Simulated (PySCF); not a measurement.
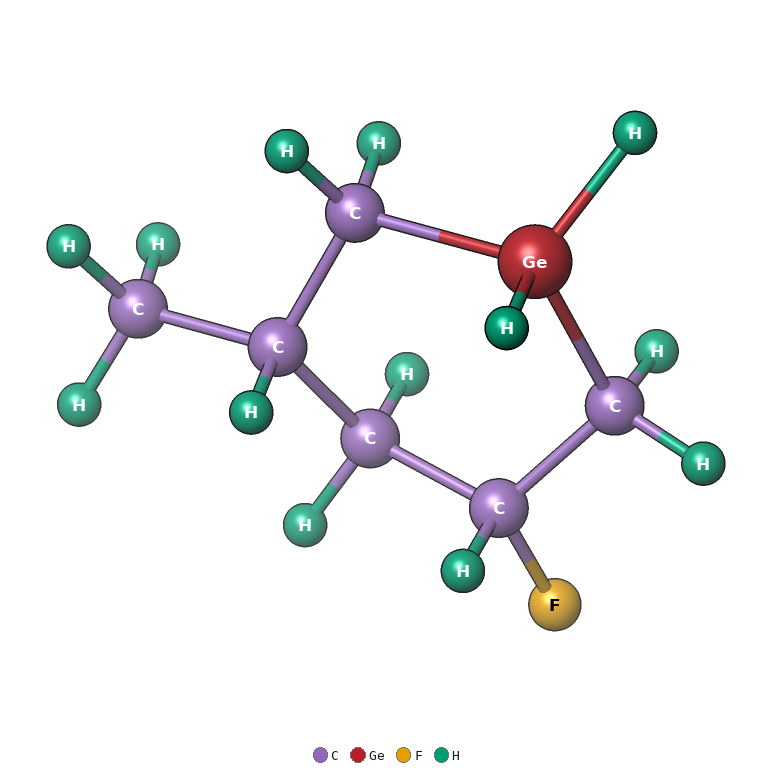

Depth is shown by fading: the farther an atom, the more it takes the colour of the background. Computed geometry: PBE0-D3(BJ)/def2-SVP optimisation. No frequency run is at hand to confirm it as a minimum.

**List the symmetry elements and name the point group.**

It has no symmetry element but the identity, so the point group is C1. The group has 1 operation. The geometry is chiral, and symmetry allows a dipole moment.
